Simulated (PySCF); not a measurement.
# CH5BClN (SMILES CNBCl) at BLYP/def2-SVP

What is the energy change on altering one bond length of CH5BClN at BLYP/def2-SVP? 

The results are computed with PySCF 2.14.0.

1 further run of the same task is left out (set aside as unsound or not needed).

## Step 1: The structure to begin with

The species is CH5BClN (9 atoms), meant as a singlet with charge 0. SMILES: `CNBCl`. The shape is that of a PBE0-D4/def2-TZVP optimisation. This is one conformer, not always the lowest.

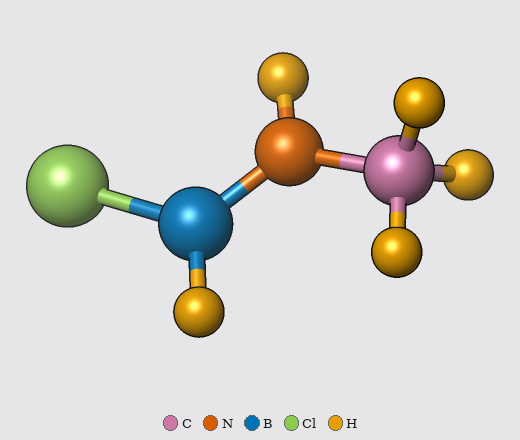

The structure, seen from a chosen angle (carbon pink, nitrogen orange, boron blue, chlorine green, hydrogen amber).

## Step 2: A single-point energy at BLYP/def2-SVP

Input file geometry.xyz:

```xyz
9

C      0.510100     0.482100    -0.973400
N     -0.407900    -0.226000    -0.111700
B     -0.261100    -0.415200     1.248200
Cl    -1.495300    -1.314500     2.144800
H      0.907000    -0.170400    -1.756500
H      0.027900     1.338900    -1.452800
H      1.346700     0.849900    -0.380000
H     -1.220500    -0.605500    -0.573900
H      0.681600     0.014200     1.838200
```

Input file calc.py:

```python
from pyscf import gto, dft

system = gto.M(
    atom='geometry.xyz',
    max_memory=1860,
    verbose=3,
    basis='def2-svp',
)

mf = dft.RKS(system, xc='blyp')
mf.grids.level = 5
mf.conv_tol = 1e-10
mf.kernel()
if not mf.converged:
    mf = mf.newton().run(mf.mo_coeff, mf.mo_occ)

e_final = mf.e_tot
print('E(%s) = %.9f' % ('BLYP', e_final))
```

Started as:

```sh
OMP_NUM_THREADS=1 python calc.py
```

Log:

```text
converged SCF energy = -580.691650314272
E(BLYP) = -580.691650314
```

Run time: 16 s. Hardware: 1 thread of Intel Xeon Platinum 8223CL at 3.00GHz (Skylake/Cascade Lake), shared host; peak memory 0.43 GiB.

## Step 3: The distorted shape

Input file run.py:

```python
from pyscf import gto, dft

mol = gto.M(
    atom='''
C      0.488085     0.510473    -1.177338
N     -0.429915    -0.197627    -0.315638
B     -0.261100    -0.415200     1.248200
Cl    -1.495300    -1.314500     2.144800
H      0.884985    -0.142027    -1.960438
H      0.005885     1.367273    -1.656738
H      1.324685     0.878273    -0.583938
H     -1.242515    -0.577127    -0.777838
H      0.681600     0.014200     1.838200
''',
    max_memory=1860,
    verbose=3,
    spin=0,
    basis='def2-svp',
)

ks = dft.RKS(mol, xc='blyp')
ks.conv_tol = 1e-10
ks.grids.level = 5
ks.kernel()
if not ks.converged:
    ks = ks.newton().run(ks.mo_coeff, ks.mo_occ)

e_tot = ks.e_tot
print('E(%s) = %.9f' % ('BLYP', e_tot))
```

Started as:

```sh
OMP_NUM_THREADS=1 python run.py
```

Log:

```text
converged SCF energy = -580.672927336818
E(BLYP) = -580.672927337
```

Run time: 17 s. Hardware: 1 thread of Intel Xeon Platinum 8223CL at 3.00GHz (Skylake/Cascade Lake), shared host; peak memory 0.43 GiB.

## Step 4: Results

Level: BLYP/def2-SVP.

| quantity | value |
| --- | --- |
| first shape: total energy | -580.69165 Eh |
| first shape: dipole moment | 2.76 D |
| first shape: HOMO energy | -6.10 eV |
| first shape: LUMO energy | -0.15 eV |
| first shape: HOMO–LUMO gap | 5.95 eV |
| distorted shape: total energy | -580.67293 Eh |
| distorted shape: dipole moment | 2.04 D |
| distorted shape: HOMO energy | -5.58 eV |
| distorted shape: LUMO energy | -0.93 eV |
| distorted shape: HOMO–LUMO gap | 4.65 eV |
| energy change with the N2–B3 bond stretched from 1.381 to 1.588 Å | 0.509 eV |

What this shows: With the N2–B3 bond stretched from 1.381 to 1.588 Å the energy rises by 0.51 eV (49.2 kJ/mol). The first shape isn't relaxed at this level, so the change isn't measured from a minimum. Mulliken charges (distorted shape) run from -0.17 on N2 to +0.15 on C1.
